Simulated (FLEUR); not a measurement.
**GdSe: exchange couplings by hand from total energies**

Can a spin model with one coupling foretell the energy of a further order of GdSe?

Main program and level: FLEUR MaX-R8.1; PBEsol with U = 6.7 eV, J = 0.7 eV on Gd f; all-electron FLAPW, Dirac cores, scalar-relativistic bands.

## Step 1: Set-up

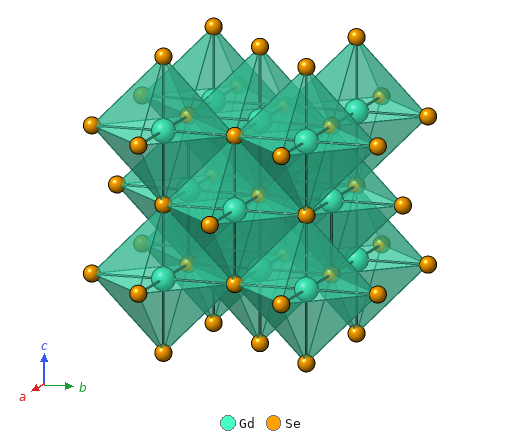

The starting structure, seen slightly off an axis (gadolinium teal, selenium orange). This picture shows the conventional cell, with its axes. Some periodic images of atoms are drawn too.

Structure file:

```cif
data_structure
_symmetry_space_group_name_H-M 'P 1'
_symmetry_Int_Tables_number 1
_cell_length_a 4.0807
_cell_length_b 4.0807
_cell_length_c 4.0807
_cell_angle_alpha 60.000
_cell_angle_beta 60.000
_cell_angle_gamma 60.000
_cell_volume 48.05
loop_
_atom_site_label
_atom_site_type_symbol
_atom_site_fract_x
_atom_site_fract_y
_atom_site_fract_z
_atom_site_occupancy
Gd1 Gd 0.00000 0.00000 0.00000 1
Se2 Se 0.50000 0.50000 0.50000 1
```

## Step 2: The parallel order

All energies count from this run. The U counters the self-interaction that shrinks the moments of a localised shell.

The file n_mmp_mat seeds the f occupations with whole cubic orbitals by Hund's first rule, so that the U acts from the first pass. inpgen writes inp.xml from crystal.txt; cutoffs, mixing, functional, smearing and local orbitals are then set in the file. The k list default-1 (kpts.xml, not shown) is a Γ-centred 6×6×6 mesh; where the ranks do not divide the number of points, some are split in two of half the weight.

The input, inp.xml:

```
<?xml version="1.0" encoding="UTF-8" standalone="no"?>
<fleurInput fleurInputVersion="0.39">
   <comment>
      GdSe
   </comment>
   <calculationSetup>
      <cutoffs Kmax="3.6" Gmax="10.8" GmaxXC="10.8" numbands="0"/>
      <scfLoop itmax="130" minDistance="0.0001" maxIterBroyd="15" imix="Anderson" alpha="0.05" precondParam="0.0" spinf="2.0" sdNocoIR="T"/>
      <coreElectrons ctail="T" frcor="F" kcrel="0" coretail_lmax="0"/>
      <xcFunctional name="PBEs" relativisticCorrections="F"/>
      <magnetism jspins="2"/>
      <soc l_soc="F" theta="0.0" phi="0.0" spav="F"/>
      <expertModes spex="0" secvar="F"/>
      <geometryOptimization l_f="F" forcealpha="1.0" forcemix="BFGS" epsdisp="0.00001" epsforce="0.00001"/>
      <ldaU l_linMix="F" mixParam="0.05" spinf="1.0"/>
   </calculationSetup>
   <cell>
      <bzIntegration valenceElectrons="34.0" mode="hist" fermiSmearingEnergy="0.00183747">
         <kPointListSelection listName="default-1"/>
         <xi:include xmlns:xi="http://www.w3.org/2001/XInclude" href="kpts.xml"> </xi:include>
      </bzIntegration>
      <xi:include xmlns:xi="http://www.w3.org/2001/XInclude" href="sym.xml"> </xi:include>
      <bulkLattice scale="1.0">
         <bravaisMatrix>
            <row-1>    0.0000000000000000     5.4528047325332993     5.4528047325332993</row-1>
            <row-2>    5.4528047325332993     0.0000000000000000     5.4528047325332993</row-2>
            <row-3>    5.4528047325332993     5.4528047325332993     0.0000000000000000</row-3>
         </bravaisMatrix>
      </bulkLattice>
   </cell>
   <atomSpecies>
      <species name="Gadolinium7.000" element="Gd" atomicNumber="64">
         <mtSphere radius="2.66" gridPoints="879" logIncrement="0.015"/>
         <atomicCutoffs lmax="10" lnonsphr="8"/>
         <electronConfig flipSpins="F">
            <coreConfig>(1s1/2) (2s1/2) (2p1/2) (2p3/2) (3s1/2) (3p1/2) (3p3/2) (4s1/2) (3d3/2) (3d5/2) (4p1/2) (4p3/2) (4d3/2) (4d5/2)</coreConfig>
            <valenceConfig>(5s1/2) (5p1/2) (5p3/2) (6s1/2) (4f5/2) (4f7/2) (5d3/2) (5d5/2)</valenceConfig>
            <stateOccupation state="(4f5/2)" spinUp="2.5" spinDown="0.5"/>
            <stateOccupation state="(4f7/2)" spinUp="4.0" spinDown="0.0"/>
            <stateOccupation state="(5d3/2)" spinUp="0.4" spinDown="0.0"/>
            <stateOccupation state="(5d5/2)" spinUp="0.6" spinDown="0.0"/>
         </electronConfig>
         <energyParameters s="6" p="6" d="5" f="4"/>
         <ldaU l="3" U="6.7" J="0.7" l_amf="F"/>
         <lo type="SCLO" l="0" n="5" eDeriv="0"/>
         <lo type="SCLO" l="1" n="5" eDeriv="0"/>
      </species>
      <species name="Selenium (Se)" element="Se" atomicNumber="34">
         <mtSphere radius="2.66" gridPoints="879" logIncrement="0.014"/>
         <atomicCutoffs lmax="10" lnonsphr="8"/>
         <electronConfig flipSpins="F">
            <coreConfig>(1s1/2) (2s1/2) (2p1/2) (2p3/2) (3s1/2) (3p1/2) (3p3/2)</coreConfig>
            <valenceConfig>(4s1/2) (3d3/2) (3d5/2) (4p1/2) (4p3/2)</valenceConfig>
            <stateOccupation state="(4p1/2)" spinUp="0.666667" spinDown="0.666667"/>
            <stateOccupation state="(4p3/2)" spinUp="1.333333" spinDown="1.333333"/>
         </electronConfig>
         <energyParameters s="4" p="4" d="3" f="4"/>
      </species>
   </atomSpecies>
   <atomGroups>
      <atomGroup species="Gadolinium7.000">
         <relPos label="                   1">.0000000000 .0000000000 .0000000000</relPos>
         <force calculate="T" relaxXYZ="TTT"/>
      </atomGroup>
      <atomGroup species="Selenium (Se)">
         <relPos label="                   2">1.000/2.000 1.000/2.000 1.000/2.000</relPos>
         <force calculate="T" relaxXYZ="TTT"/>
      </atomGroup>
   </atomGroups>
   <output dos="F" band="F" slice="F">
      <bandDOS minEnergy="-.5*Htr" maxEnergy="0.5*Htr" sigma="0.015" storeEVData="T"/>
      <plotting iplot="0" polar="F">
         <plot TwoD="T" vec1="  1.0  0.0  0.0" vec2="  0.0  1.0  0.0" vec3="  0.0  0.0  1.0" zero="  0.0  0.0  0.0" file="plot"/>
      </plotting>
      <moessbauerParams electricFieldGradient="F" isomerShift="F" coreHyperfine="F" valenceHyperfine="F"/>
   </output>
</fleurInput>
```

The input, crystal.txt:

```
GdSe
&input film=F cartesian=F /
0.00000000000  2.88550000000  2.88550000000
2.88550000000  0.00000000000  2.88550000000
2.88550000000  2.88550000000  0.00000000000
1.8897261246
1.0 1.0 1.0

2
64 0.00000000000  0.00000000000  0.00000000000 : 7.000
34 0.50000000000  0.50000000000  0.50000000000

&kpt div1=6 div2=6 div3=6 gamma=T /
```

The run is started by

```
$ OMP_NUM_THREADS=1 inpgen -f crystal.txt > inpgen.log  # inp.xml is then edited as shown
$ OMP_NUM_THREADS=1 mpirun -n 4 fleur_MPI > fleur.log
```

The log of the run:

```text
Welcome to FLEUR        (www.flapw.de)
      MaX-Release 8.1          (www.max-centre.eu)

 ========== k-point set info ==========
 Selected k-point list: default-1
 k-point list type: mesh
 6 x 6 x 6
 Number of k points: 16

 [... set-up left out ...]
 Iteration:     1   Distance:      22.30518674 me/bohr^3
 Iteration:     2   Distance:      21.25266235 me/bohr^3
 Iteration:     3   Distance:       2.81063649 me/bohr^3
 Iteration:     4   Distance:       0.91309795 me/bohr^3
 Iteration:     5   Distance:       0.86278367 me/bohr^3
[...]
[... left out ...]
            <freeEnergy value="-13705.3993876952"/>
            <extrapolationTo0K value="-13705.3992439110"/>
         </totalEnergy>
         [... left out ...]
         <ldaUDensityMatrixConvergence>
            <distance spin="1" distance="0.000000"/>
            <distance spin="2" distance="0.000000"/>
         </ldaUDensityMatrixConvergence>
         <densityConvergence units="me/bohr^3">
            <chargeDensity spin="1" distance="0.0000329860"/>
            <chargeDensity spin="2" distance="0.0000281884"/>
            <overallChargeDensity distance="0.0000397459"/>
            <spinDensity distance="0.0000467503"/>
         </densityConvergence>
      </iteration>
```

Wall time 13 s (4 MPI ranks of Intel Xeon Platinum 8375C at 2.90GHz (Ice Lake), shared host); peak memory 0.27 GiB; 50 s of CPU time.

Spin moment in the muffin-tin sphere by atom:

```
atom  spin moment in the muffin-tin sphere (μB)
 Gd1                                       7.07
 Se2                                      -0.04
```

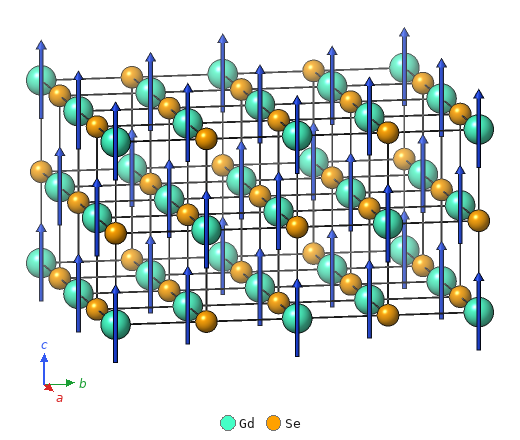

Spin moment in the muffin-tin sphere as arrows, the longest 7.07 μB. Up and down stand for the sign. Arrows give size and sign along the axis of quantisation, drawn up and down the page. 2×2×1 conventional cells are drawn. Some periodic images of atoms are drawn too.

Read from the output:

| Item | Value |
| --- | --- |
| free energy | -372942.9164 eV |
| program's band gap on this mesh (in a metal only a level spacing) | 0.04362 eV |
| magnetization | 7.119 μB |
| final state | ferromagnetic |

After 18 cycles the largest moment stands at 7.07 μB.

## Step 3: The orders used for the fit

The other orders were run with the same settings, on meshes that hold the same points. Free energies are divided by the number of Gd atoms; q is in fractions of the reciprocal vectors of the first run's cell.

| order | atoms | mesh | free energy (eV) | eV per Gd | largest moment (μB) |
| --- | --- | --- | --- | --- | --- |
| F + | 2 | 6×6×6 | -372942.9164 | -372942.9164 | 7.07 |
| AF q=(0,0,1/2) +- | 4 | 6×6×3 | -745885.9232 | -372942.9616 | 7.21 |

## Step 4: Counting neighbours

With E = −Σ J e_i·e_j over ordered pairs of unit vectors, turning a neighbour from parallel to opposed costs 2J a Gd atom. So an order lies 2 Σ n J over the parallel one, n being the opposed neighbours in each shell.

```csv
shell,distance (Å),neighbours,"opposed in AF q=(0,0,1/2) +-","opposed in AF q=(0,1/2,1/2) +-"
J1,4.08,12,6,8
J2,5.77,6,6,0
```

Only J1 is kept.

## Step 5: Solving

```
2 × 6 × J1 = -45.2 meV    (AF q=(0,0,1/2) +-)
J1 = -3.77 meV
```

## Step 6: The test

The couplings now give the orders that were left out:

```
2 × 8 × (-3.77) = -60.3 meV    (AF q=(0,1/2,1/2) +-)
```

The runs themselves:

```
              order  atoms   mesh  free energy (eV)     eV per Gd  largest moment (μB)  over the parallel order (meV)  foretold (meV)
AF q=(0,1/2,1/2) +-      4  6×3×6      -745885.8675  -372942.9338                 7.13                          -17.4           -60.3
```

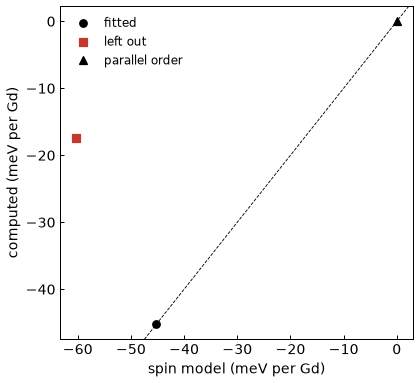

Computed energies of the orders against the model; the dashed line marks agreement.

## Step 7: One more shell

One try is to add the next shell, though changing moments can also cause the miss. Both differences then fix both couplings, and no order is left for a test.

```
2 × 6 × J1 + 2 × 6 × J2 = -45.2 meV    (AF q=(0,0,1/2) +-)
2 × 8 × J1 = -17.4 meV    (AF q=(0,1/2,1/2) +-)
J1 = -1.09 meV
J2 = -2.68 meV
```

## Step 8: Results

```json
{"effective coupling of the reversed pairs, counted on J1 (Gd–Gd at 4.08 Å)": "-3.77 meV", "largest miss on the orders left out": "43 meV", "J1 with two shells": "-1.09 meV", "J2 with two shells": "-2.68 meV"}
```

What this shows: The model misses the order left out by 43 meV, 95 % of the largest distance from the parallel order, so it fails: these couplings alone don't describe the crystal. With the next shell added the couplings are J1 = -1.09 and J2 = -2.68 meV, untested. The largest moments of the orders differ by 1.9 % of the greatest. One difference fixes one number: it sums all reversed shells and need not be the coupling of the nearest one, even in sign. The f shell is half filled, so the spin-only picture is fair.

[Logs and program files are shortened in this print: banners, set-up blocks, solver, clock and traceback lines can be left out without a mark of their own.]

[Logs are printed without paths, hosts, clocks, repeated set-up lines and the standing remarks that a program may print on its own settings, such as how far it seeks lower states.]

[Hosts, paths, dates, database ids (printed as entryN), source tags and the programs' standing remarks are cut or masked in the printed files.]

[Where a cell is said to come from a database of computed structures, the database is the Materials Project.]
